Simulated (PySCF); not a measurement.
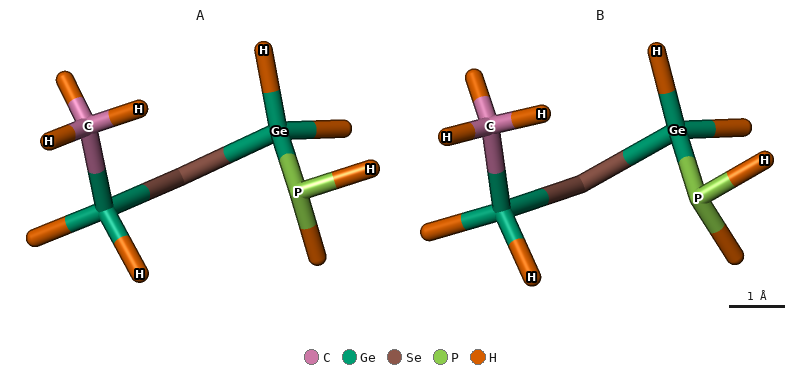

Two geometries of CH9Ge2PSe, drawn at one scale. One is the start of a relaxation, the other its converged end. A stick model, seen face on.

Method: PBE0-D3(BJ)/def2-SVP geometry optimisation, gas phase (PySCF 2.14.0, density-fitted response routines). 

Q: Which geometry has the lower energy?

A: Structure B is the relaxed one. The start comes from GFN2-xTB. After 13 geometry steps the energy has fallen by 2.83 kcal/mol. The largest force component goes from 1 to 0.01 eV/Å. The forces were under the threshold at step 3, but the run went on from there. The largest move after the best rigid fit is that of an H atom, 0.35 Å. By element the largest moves are H 0.35 Å, P 0.15 Å, Se 0.13 Å, Ge 0.07 Å, C 0.05 Å. Near-neighbour distances that change, for instance: H–P 1.388 → 1.430 Å, Ge–H 1.510 → 1.541 Å, C–Ge 1.972 → 1.948 Å, Ge–Se 2.349 → 2.370 Å. Bond angles that change, for instance: H–Ge–H 103.7° → 109.6°, Se–Ge–P 114.5° → 109.4°, Se–Ge–H 108.2° → 110.9°. The run took about 5 core-minutes on a shared host.
